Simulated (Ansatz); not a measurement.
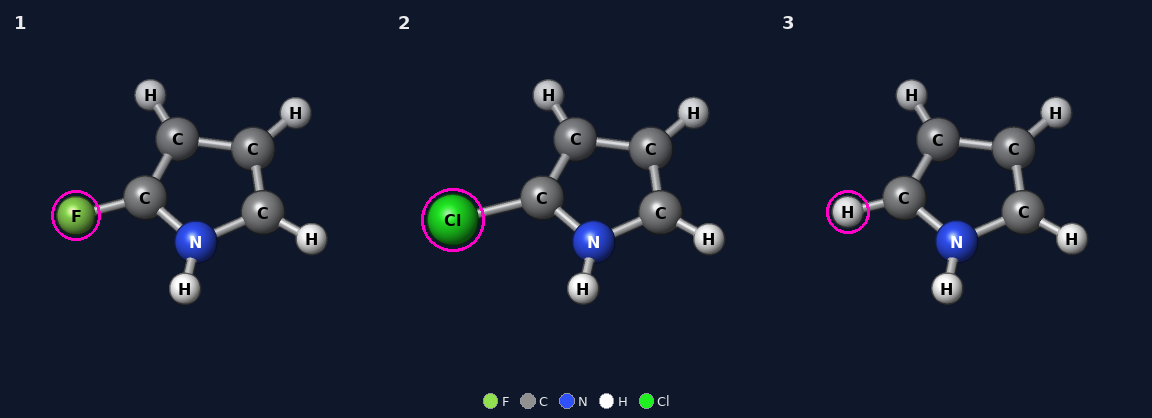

3 molecules with one skeleton, seen from the same side and at one scale; the atom that differs is circled. Each species is neutral and a spin singlet. Computed geometries: PBE0-D4/def2-TZVP optimisations, one conformation each. Properties computed with Ansatz 0.2.0.

One atom differs, called X below: F in panel 1, Cl in panel 2, H in panel 3. Their formulas are C4H4FN (`Fc1ccc[nH]1`), C4H4ClN (`Clc1ccc[nH]1`), C4H5N (`c1cc[nH]c1`).

Rank them by the harmonic zero-point energy, lowest first (PBE0-D4/def2-TZVP).

2 (Cl), 1 (F), 3 (H).

Rank them by the length of X–C, lowest first (PBE0-D4/def2-TZVP).

3 (H), 1 (F), 2 (Cl).

Give the values. With PBE0-D4/def2-TZVP: length of X–C (Å), angle X–C–N (°), harmonic zero-point energy (kJ/mol). With r2SCAN-D4/def2-TZVPP: dipole moment (D), HOMO energy (Kohn–Sham orbital) (eV), HOMO–LUMO gap (eV).

| quantity | 1 (F) | 2 (Cl) | 3 (H) |
| --- | --- | --- | --- |
| length of X–C (Å) | 1.324 | 1.703 | 1.078 |
| angle X–C–N (°) | 119.0 | 120.5 | 121.3 |
| dipole moment (D) | 1.79 | 1.80 | 1.94 |
| HOMO energy (Kohn–Sham orbital) (eV) | −5.19 | −5.29 | −5.25 |
| HOMO–LUMO gap (eV) | 5.53 | 5.26 | 5.56 |
| harmonic zero-point energy (kJ/mol) | 196.6 | 193.5 | 217.8 |
